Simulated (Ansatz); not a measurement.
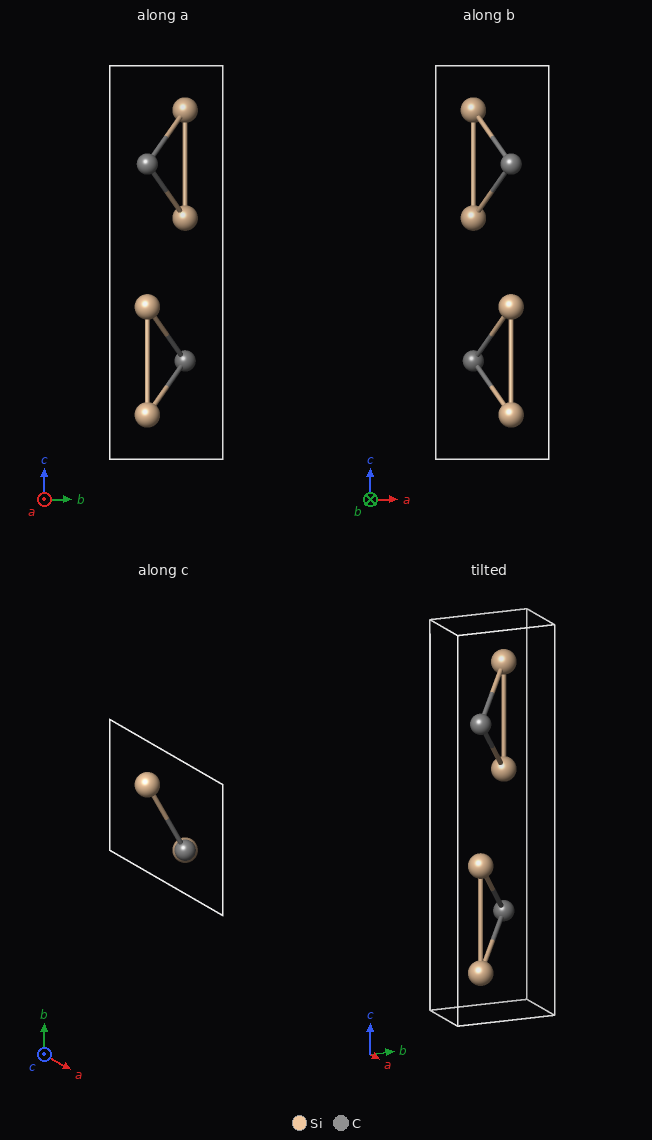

Ball-and-stick drawing of the structure, looking along the a axis, along the b axis, along the c axis and slightly off an axis. The edges of the conventional unit cell are marked.

Lattice parameters: a = 2.9306 Å, b = 2.9306 Å, c = 8.8171 Å, α = 90.000°, β = 90.000°, γ = 120.000°.

> From the views, write a CIF in P1 with every atom of the cell, with free fractional coordinates to two decimals.

```cif
data_structure
_symmetry_space_group_name_H-M 'P 1'
_symmetry_Int_Tables_number 1
_cell_length_a 2.9306
_cell_length_b 2.9306
_cell_length_c 8.8171
_cell_angle_alpha 90.000
_cell_angle_beta 90.000
_cell_angle_gamma 120.000
_cell_volume 65.58
loop_
_atom_site_label
_atom_site_type_symbol
_atom_site_fract_x
_atom_site_fract_y
_atom_site_fract_z
_atom_site_occupancy
Si1 Si 0.3333 0.6667 0.61 1
Si2 Si 0.6667 0.3333 0.11 1
Si3 Si 0.3333 0.6667 0.89 1
Si4 Si 0.6667 0.3333 0.39 1
C1 C 0.3333 0.6667 0.25 1
C2 C 0.6667 0.3333 0.75 1
```

It goes back to a structure type filled with these elements by a generator (whether the compound takes this form wasn't checked). Earlier steps of the study may have refined or changed the cell and positions. Ansatz was used for an electronic-structure calculation on it.
